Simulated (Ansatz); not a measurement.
Start from TiAl (space group P4/mmm, No. 123; a = 2.796 Å, c = 4.038 Å; relaxed with 0.1 eV smearing). Axes: x, y, z lie along a, b, c of the conventional cell.

Structures relaxed with PBEsol in Ansatz (plane waves to 420 eV, PAW, without spin-orbit coupling).

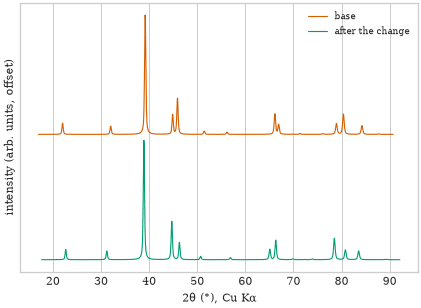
Simulated powder patterns before (top) and after one change

Problem. Which of these changes matches the shifts?
A. biaxial strain +2.50 %, plane normal [001], relaxed out of plane
B. biaxial strain −2.00 %, plane normal [001], relaxed out of plane
C. biaxial strain −2.50 %, plane normal [001], relaxed out of plane
D. biaxial strain +0.50 %, plane normal [001], relaxed out of plane

Solution. A, biaxial strain +2.50 %, plane normal [001], relaxed out of plane. Its volume per atom is 16.11 Å³ against 15.79 Å³, and its space group is P4/mmm (No. 123).

No phonon test of stability was made. The final runs are not spin-polarised.

Ansatz is a quantum-chemistry and plane-wave program.
